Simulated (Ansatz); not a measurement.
# Ge wire along [111], 14 atoms a period, H-terminated: bands by functional and under strain, part 2 of 3

Wanted: the relaxed geometry and the bands of the Ge wire along [111], 14 atoms a period, H-terminated.

Ansatz 0.2.0; DFT PBE, plane waves, PAW; relaxation of a wire's period; PAW set soft_1 (the session's first sound run).

So far. Step 2 (Relaxing the period): The cell's length comes to 9.957 Å with spin left out.

### Step 3. Bands of the perfect wire

This step: DFT PBE, plane waves, PAW; bands of a perfect wire; PAW set soft_1 (Ansatz 0.2.0).

At the relaxed period the bands are computed along the axis; those that cross an energy going forward count the channels that a perfect wire would open there.

The input, input.yaml:

```yaml
crystal:
  lattice:
    - [13.42, 0.0, 0.0]
    - [0.0, 14.445, 0.0]
    - [0.0, 0.0, 9.9572076882]
  atoms:
    - { symbol: Ge, position: [0.500015067, 0.499984444, 0.000476299] }
    - { symbol: Ge, position: [0.500015067, 0.499986793, 0.249523701] }
    - { symbol: H, position: [0.256605312, 0.46905172, 0.283625269] }
    - { symbol: H, position: [0.349479056, 0.319609697, 0.283617663] }
    - { symbol: H, position: [0.407142312, 0.71129606, 0.283615665] }
    - { symbol: H, position: [0.592887822, 0.71129606, 0.283615665] }
    - { symbol: H, position: [0.650551077, 0.319609697, 0.283617663] }
    - { symbol: H, position: [0.743424822, 0.46905172, 0.283625269] }
    - { symbol: Ge, position: [0.351680724, 0.420420684, 0.336361563] }
    - { symbol: Ge, position: [0.500015067, 0.659119691, 0.3363603] }
    - { symbol: Ge, position: [0.648349409, 0.420420684, 0.336361563] }
    - { symbol: Ge, position: [0.351455239, 0.420296198, 0.582573448] }
    - { symbol: Ge, position: [0.500015067, 0.65937021, 0.582574396] }
    - { symbol: Ge, position: [0.648574895, 0.420296198, 0.582573448] }
    - { symbol: H, position: [0.256901412, 0.630374095, 0.615257943] }
    - { symbol: H, position: [0.500015067, 0.239174017, 0.615251658] }
    - { symbol: H, position: [0.743128721, 0.630374095, 0.615257943] }
    - { symbol: H, position: [0.256901412, 0.369597142, 0.634742057] }
    - { symbol: H, position: [0.500015067, 0.760797219, 0.634748342] }
    - { symbol: H, position: [0.743128721, 0.369597142, 0.634742057] }
    - { symbol: Ge, position: [0.351455239, 0.579675039, 0.667426552] }
    - { symbol: Ge, position: [0.500015067, 0.340601027, 0.667425604] }
    - { symbol: Ge, position: [0.648574895, 0.579675039, 0.667426552] }
    - { symbol: Ge, position: [0.351680724, 0.579550553, 0.913638437] }
    - { symbol: Ge, position: [0.500015067, 0.340851546, 0.9136397] }
    - { symbol: Ge, position: [0.648349409, 0.579550553, 0.913638437] }
    - { symbol: H, position: [0.256605312, 0.530919517, 0.966374731] }
    - { symbol: H, position: [0.349479056, 0.68036154, 0.966382337] }
    - { symbol: H, position: [0.407142312, 0.288675177, 0.966384335] }
    - { symbol: H, position: [0.592887822, 0.288675177, 0.966384335] }
    - { symbol: H, position: [0.650551077, 0.68036154, 0.966382337] }
    - { symbol: H, position: [0.743424822, 0.530919517, 0.966374731] }
kpoints:
  mp_grid: { grid: [1, 1, 9] }
  band_path: { path: ["Γ", Z], npoints: 90 }
scf:
  occupations: { method: fermi_dirac, width: 0.05 }
hamiltonian:
  xc: pbe
  pseudopotentials: { kind: paw, azcp: { folder: soft_1 } }
output:
  dos: { e_range: [-5, 4] }
  write_potential: true
  write_density: true
  volumetric_format: npy
```

Command:

```sh
ansatz run input.yaml --threads 4 --pin off --max-ram 16384MiB --backend cpu --events-out ev --progress --plain --runs-dir out
```

Numbers of over 12 decimals in the logs are rounded to 6 here.

The log of the run:

```text
[...]
Crystal: 32 atoms, lattice volume = 1930.224 Å³
Basis set: ecut = 420 eV, 37697 PW (Γ)
Bands: 139, of which v1, the nominal top of the filled ones, is band 107 counted from 1 (106 counted from 0)
Symmetry: 4 space group operations
[...]
k-points: 5 of 9
[...]
SCF iter   1: F=—  HF=-60416.385941 eV  |F-HF|=—  |Δ(HF+E_count)|=         —  Δρ=3.07e-2  dr2=1.53e1  ethr=3.10e-3  ⟨swp⟩=7.0  Hψ=2941  notcnv=0  defer=14
[...]
SCF iter   9: F=-60411.764641 eV  HF=-60411.764641 eV  |F-HF|=1.07e-7  |Δ(HF+E_count)|=   7.38e-7  Δρ=1.93e-6  dr2=6.23e-8  ethr=4.67e-11  ⟨swp⟩=15.6  Hψ=4344  notcnv=0
SCF 1 converged in 9 iterations: F = -60411.764641 eV  dr2 = 6.23e-8
[...]
NSCF: frozen V_eff on 91 k-points
WARN: The output density's exchange-correlation potential varies sharply where the density is thin. Do not read a vacuum level from v_tot or v_xc, or from such a field of the output density. On a cell that repeats whose density bears no net charge and no dipole along the vacuum's axis use v_es (v_loc + v_h of the components); under efield.dipole_correction with no amplitude use v_es + v_field, which holds any externa [...]
SCF converged after 9 iterations
Free energy (F): -60411.764641 eV
[...]
Internal energy: -60411.764641 eV  (E = F + TS)
E sigma→0 (E₀):  -60411.764641 eV
Fermi energy:    -1.774150 eV
[...]
--- Band table (eV; the first three rows and the last of 5) ---
  k-point 0: bands = [... 103 lower, -4.3001, -4.1028, -4.1024, -3.3067, -0.1025, 0.2331, 0.2357, 0.4779, ... 28 higher]
  k-point 1: bands = [... 103 lower, -4.2457, -4.0781, -4.0779, -3.3535, -0.1219, 0.1801, 0.1838, 0.4916, ... 28 higher]
  k-point 2: bands = [... 103 lower, -4.2357, -4.0179, -4.0177, -3.4917, -0.1595, 0.1219, 0.1264, 0.4883, ... 28 higher]
  k-point 4: bands = [... 103 lower, -4.2659, -3.9982, -3.9326, -3.9324, -0.1799, 0.1192, 0.1245, 0.1622, ... 28 higher]
```

Run time: 4.6 min. Hardware: 4 threads of Arm Neoverse V1, shared host; peak memory 12 GiB.

This step gave:

| Quantity | Value |
| --- | --- |
| band gap | 3.123 eV |

The electronic bands at the labelled points (eV, zero at the Fermi level; v1 is the highest filled band, c1 the lowest empty one):

```
point     v4     v3     v2     v1    c1    c2    c3    c4
    Γ  -2.53  -2.33  -2.33  -1.53  1.67  2.01  2.01  2.25
    Z  -2.39  -2.38  -2.15  -2.15  1.60  1.90  1.90  1.92
```

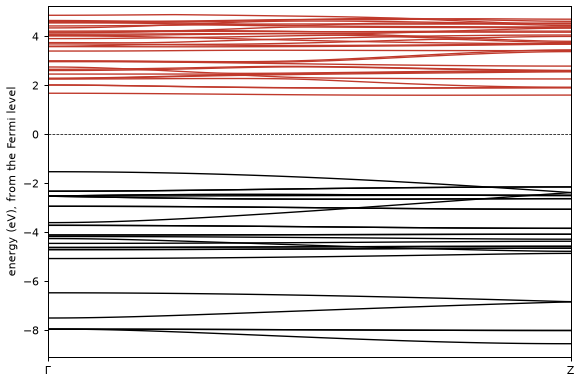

Electronic bands along the path; lines of filled and empty bands in two colours.

The gap is 3.12 eV, with spin left out.

On this path the gap is indirect, 3.12 eV, with the valence top at Γ and the conduction bottom between Γ and Z. The least direct gap is 3.20 eV.

### Step 4. Another level of theory, cutoff 500 eV, k-mesh 1×1×7

This step: DFT r2SCAN, plane waves, PAW; bands of a perfect wire at the PBE geometry; PAW set soft_1 (Ansatz 0.2.0).

The atoms stay at the PBE geometry and the functional changes. r2SCAN also reads the kinetic-energy density; it often gives larger moments and wider gaps than PBE, at a higher cost. Against the first PBE run of this kind, the cutoff is 500 eV against 420 and the mesh along the wire has 7 points against 9.

Changes to input.yaml since step 3:

```diff
@@ -39,3 +39,3 @@
 kpoints:
-  mp_grid: { grid: [1, 1, 9] }
+  mp_grid: { grid: [1, 1, 7] }
   band_path: { path: ["Γ", Z], npoints: 90 }
@@ -44,8 +44,3 @@
 hamiltonian:
-  xc: pbe
+  xc: r2scan
   pseudopotentials: { kind: paw, azcp: { folder: soft_1 } }
-output:
-  dos: { e_range: [-5, 4] }
-  write_potential: true
-  write_density: true
-  volumetric_format: npy
```

The log of the run:

```text
[...]
Crystal: 32 atoms, lattice volume = 1930.224 Å³
Basis set: ecut = 500 eV, 48957 PW (Γ), exchange–correlation on 400×432×300 points (64 copies of the dense FFT grid, shifted against one another)
Bands: 139, of which v1, the nominal top of the filled ones, is band 107 counted from 1 (106 counted from 0)
Symmetry: 4 space group operations
[...]
k-points: 4 of 7
[...]
SCF iter   1: F=—  HF=-60526.594565 eV  |F-HF|=—  |Δ(HF+E_count)|=         —  Δρ=2.97e-2  dr2=1.42e1  dr2_τ=1.20e-1  ethr=3.10e-3  ⟨swp⟩=7.0  Hψ=2335  notcnv=0  defer=16
[...]
SCF iter   9: F=-60523.856278 eV  HF=-60523.856278 eV  |F-HF|=2.07e-7  |Δ(HF+E_count)|=   1.04e-6  Δρ=1.65e-6  dr2=7.90e-8  dr2_τ=1.45e-9  ethr=4.67e-11  ⟨swp⟩=16.8  Hψ=3545  notcnv=0
SCF 1 converged in 9 iterations: F = -60523.856278 eV  dr2 = 7.90e-8
[...]
WARN: pass on a band path, mesh or list of k-points: the 91 k-points are solved 32 at a time at the most, because the 14.40 GiB of host memory that the pass is priced against does not hold them all with the solver's workspace as planned. The pass can take longer, above all where fewer k-points are solved at a time than the run has threads. As a rule a larger memory budget leaves room for more at once. The budget is what a run with no `--max-ram-frac` typed is planned for, 0.8 of the host's memory or its container's limit. More memory there lifts it, and so does a share over 0.88 that is typed (of such a share the budget is ten elevenths): [rest of the remark cut]
SCF converged after 9 iterations
Free energy (F): -60523.856278 eV
[...]
Internal energy: -60523.856278 eV  (E = F + TS)
E sigma→0 (E₀):  -60523.856278 eV
Fermi energy:    -1.795271 eV
[...]
--- Band table (eV) ---
  k-point 0: bands = [... 103 lower, -4.5548, -4.3520, -4.3518, -3.5085, 0.0887, 0.3779, 0.3795, 0.7235, ... 28 higher]
  k-point 1: bands = [... 103 lower, -4.4985, -4.3083, -4.3081, -3.5902, 0.0521, 0.3205, 0.3228, 0.7701, ... 28 higher]
  k-point 2: bands = [... 103 lower, -4.5055, -4.2252, -4.2251, -3.8270, -0.0082, 0.2828, 0.2857, 0.5959, ... 28 higher]
  k-point 3: bands = [... 103 lower, -4.5222, -4.1898, -4.1742, -4.1741, -0.0338, 0.3001, 0.3032, 0.3900, ... 28 higher]
```

Elapsed: 8 min, on 4 threads; peak memory 11 GiB; 32 min of CPU time.

Numbers from this step:

```yaml
band_gap: 3.473 eV
```

The electronic bands at the labelled points (eV, zero at the Fermi level; v1 is the highest filled band, c1 the lowest empty one):

```
point     v4     v3     v2     v1    c1    c2    c3    c4
    Γ  -2.76  -2.56  -2.56  -1.71  1.88  2.17  2.17  2.52
    Z  -2.61  -2.60  -2.37  -2.37  1.76  2.10  2.10  2.16
```

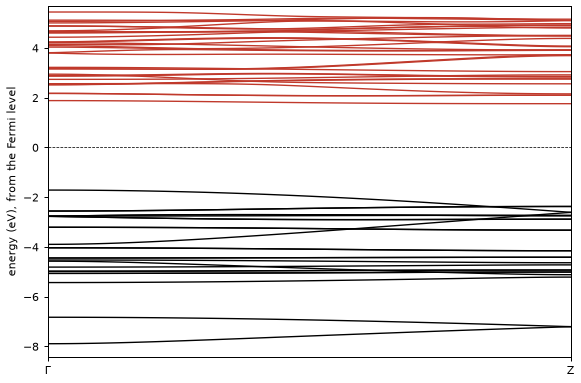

Electronic bands along the path; lines of filled and empty bands in two colours.

The gap is 3.47 eV, against 3.12 eV under PBE at the relaxed period.

### Step 5. Levels at the same atoms, level HSE06, cutoff 420 eV

This step: DFT HSE06, plane waves, PAW; levels of a perfect wire at the PBE geometry; PAW set soft_1 (Ansatz 0.2.0).

The atoms stay at the PBE geometry and the functional changes. HSE06 mixes in a quarter of short-range exact exchange, which removes part of the self-interaction that closes gaps; it is dear, so the mesh is thinner and no path is run. Against the first PBE run of this kind, the mesh along the wire has 4 points against 9.

Changes to input.yaml since step 4:

```diff
@@ -39,4 +39,3 @@
 kpoints:
-  mp_grid: { grid: [1, 1, 7] }
-  band_path: { path: ["Γ", Z], npoints: 90 }
+  mp_grid: { grid: [1, 1, 4] }
 scf:
@@ -44,3 +43,3 @@
 hamiltonian:
-  xc: r2scan
+  xc: hse06
   pseudopotentials: { kind: paw, azcp: { folder: soft_1 } }
```

The log of the run:

```text
[...]
Internal energy: -60424.906389 eV  (E = F + TS)
E sigma→0 (E₀):  -60424.906389 eV
Fermi energy:    -1.806683 eV
[...]
--- Band table (eV) ---
  k-point 0: bands = [... 103 lower, -4.8525, -4.6614, -4.6614, -3.7458, 0.3253]
  k-point 1: bands = [... 103 lower, -4.8325, -4.5261, -4.5260, -4.0023, 0.2128]
  k-point 2: bands = [... 103 lower, -4.7021, -4.6693, -4.4420, -4.4420, 0.1592]
  guard bands above this table: 31 of the run's 139 bands. The solve was not asked for them (output.publish_guard_bands: true or output.eigenvalues: true publishes all)
[key lines of the parts left out:]
Free energy (F): -60424.906389 eV
```

The job ended after 9.7 min (4 threads; peak memory 9.6 GiB; 38 min of CPU time).

This step gave:

```yaml
band_gap: 3.905 eV
```

The gap is 3.90 eV, against 3.12 eV under PBE at the relaxed period.

[end of part 2 of 3]

[Logs are printed without paths, hosts, clocks, repeated set-up lines and the standing remarks that a program may print on its own settings, such as how far it seeks lower states.]

[Hosts, paths, dates, database ids (printed as entryN), source tags and the programs' standing remarks are cut or masked in the printed files.]
